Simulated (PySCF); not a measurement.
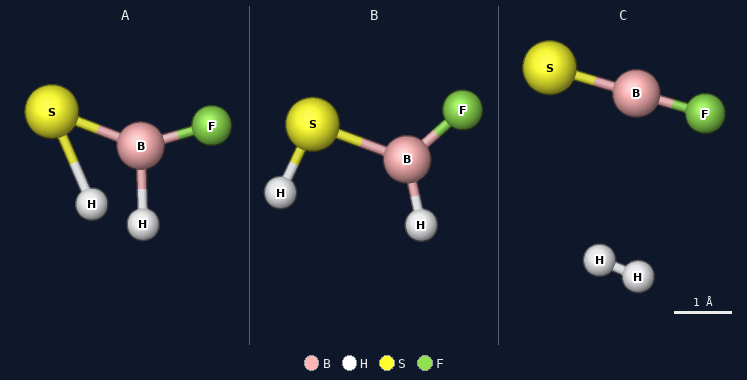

Three geometries of BH$_{2}$SF: a saddle point and the two minima that it joins, in shuffled order. Style: ball-and-stick. Shown from a free direction. Sticks join atoms that are closer than about 1.2 times the sum of their covalent radii (a little more with hydrogen).

Stationary points at PBE0-D4/def2-TZVP, single-point energies with CCSD(T)/CBS (def2-TZVPP where no basis is named; PySCF 2.14.0). The energies are electronic, without zero-point or thermal terms, and both ends are the minima reached downhill from the saddle, with any fragments still in contact. CCSD(T)/CBS stands for a frozen-core estimate: MP2 correlation extrapolated from def2-TZVPP and def2-QZVPP, CCSD(T) minus MP2 from the smaller set.

Q: Identify the saddle point and describe the reaction.

A: Frame A is the saddle point. Counted by bonded pieces, B holds BH₂SF and C holds BSF + H₂. From B over the saddle to C, a bond forms: H–H (2.57 → 0.98 → 0.75 Å). Bonds break: B–H (1.19 → 1.40 → 3.26 Å), H–S (1.34 → 1.79 → 3.54 Å). The saddle has one imaginary mode, 1193i cm⁻¹. With CCSD(T)/CBS the barrier is 54.6 kcal/mol from B and 32.8 kcal/mol from C, and C lies 21.7 kcal/mol above B.
